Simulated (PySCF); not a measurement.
# Cyclo-(PH)4 (H₄P₄): electronic structure

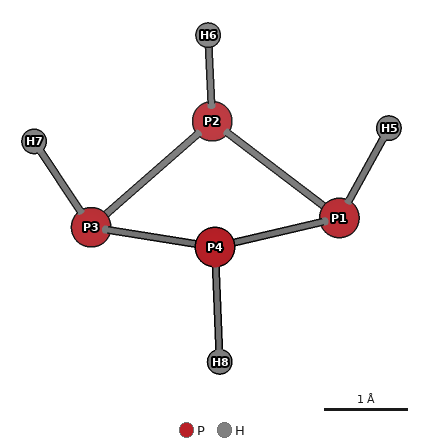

The molecule, with its atoms numbered as below. No frequency check shows the geometry to be a minimum.

Geometry (Å), atoms numbered from 1:

```
P1      -0.1506   -1.4998   -0.3022
P2       1.5716   -0.1406    0.1215
P3       0.1187    1.5025   -0.3025
P4      -1.4915    0.1337    0.3178
H5      -0.1463   -2.1496    0.9337
H6       1.3673   -0.1195    1.5088
H7       0.2386    2.1415    0.9332
H8      -2.1837    0.1915   -0.8941
```

## 1. Bonding charge

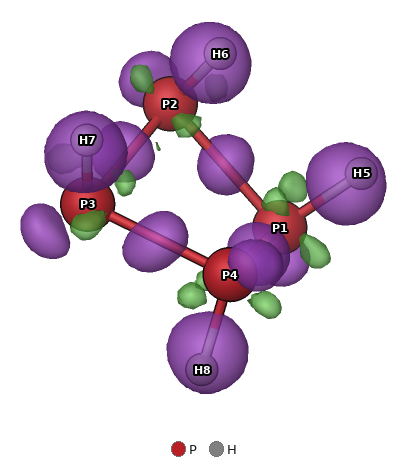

Deformation density (molecule less spherical, spin-averaged free atoms at the same positions), surfaces at ±0.11 e/Å³; purple: gain, green: loss.

PySCF calculation, B3LYP/cc-pVTZ, gas phase; geometry: GFN2-xTB.

Q: Describe the bonding that the map shows.

A: P4–H8: +0.24 e/Å³ at the bond critical point (bond length 1.40 Å, Mayer order 1.0). P1–H5 and P3–H7: +0.24 e/Å³ at the bond critical point (bond length 1.40 Å, Mayer order 1.0). P1–P4 and P3–P4: +0.23 e/Å³ at the bond critical point (bond length 2.20 Å, Mayer order 1.0). P2–H6: +0.23 e/Å³ at the bond critical point (bond length 1.40 Å, Mayer order 1.0). P2–P3 and P1–P2: +0.22 e/Å³ at the bond critical point (bond length 2.23 Å, Mayer order 1.0). In all, 2.0 electrons gather in the regions of gain relative to the promolecule.

Q: Where do the Hirshfeld charges lie?

A: The highest Hirshfeld charge is on P1 and P3 (+0.03 e), the lowest on H8 (−0.03 e).

## 2. Bond critical points

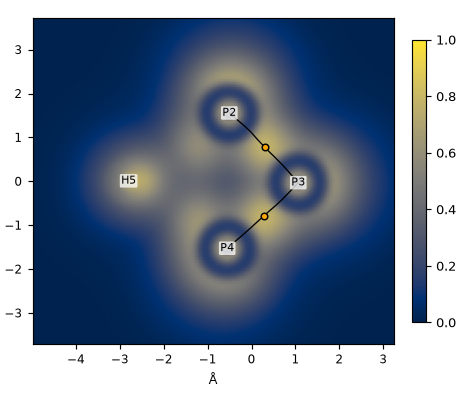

Localised orbital locator (LOL) in the plane of P2, P3, P4 and H5, with bond paths and bond critical points (dots).

Q: Rank the bonds in the plane by LOL at their critical points.

A: P3–P4: about 0.78; P2–P3: about 0.77. Values above 0.5 mark slow, localised electrons, as in shared pairs; low values at a critical point mark a polar or closed-shell contact whose critical point lies between the shells.

## 3. Local ionisation energy

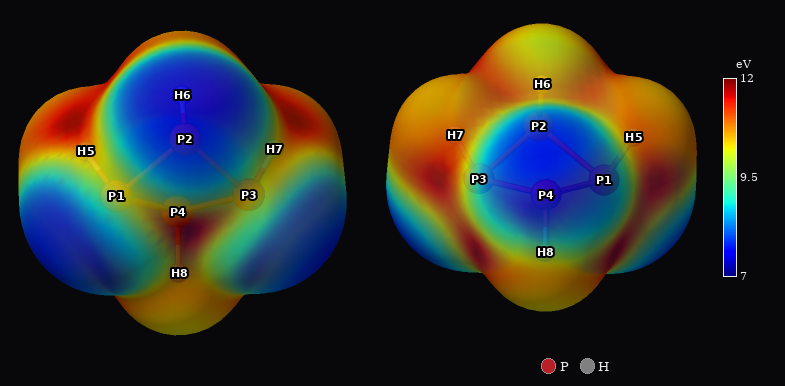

Average local ionisation energy on the surface of electron density 0.001 a.u. (back view left, front view right).

Q: Where are the most loosely bound electrons on this surface?

A: The lowest value is 7.6 eV, 2.4 Å from P2. Further minima include 7.6 eV, 2.3 Å from P4; 10.2 eV, 1.4 Å from H6; 10.2 eV, 1.4 Å from H8. For comparison, the highest occupied orbital lies at −6.4 eV.

Q: What volume does the surface enclose, and what is the dipole moment?

A: About 144 Å³; the dipole moment is 1.0 D.

## 4. Removing or adding an electron

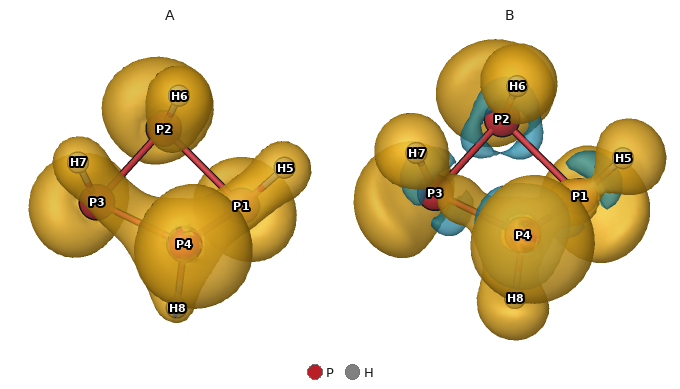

The Fukui function f⁻ from two separate SCF calculations and the density of the HOMO, at ±0.01 e/Å³ (yellow positive, teal negative).

Computed with PySCF, PBE/def2-SVPD, geometry: GFN2-xTB.

Q: Which panel is which, and how good is the frozen-orbital picture?

A: B is f⁻ (it has negative regions), A the HOMO density. The HOMO lies on P4 (33 %), P2 (22 %) and P1 and P3 (17 % each); f⁻ (Hirshfeld-condensed) is largest on P4 (0.23), P2 (0.19) and P1 and P3 (0.18 each); the vertical ionisation energy is 8.19 eV. Relaxation shifts 12 % of the electron between atoms. The orbital energy is −5.60 eV.
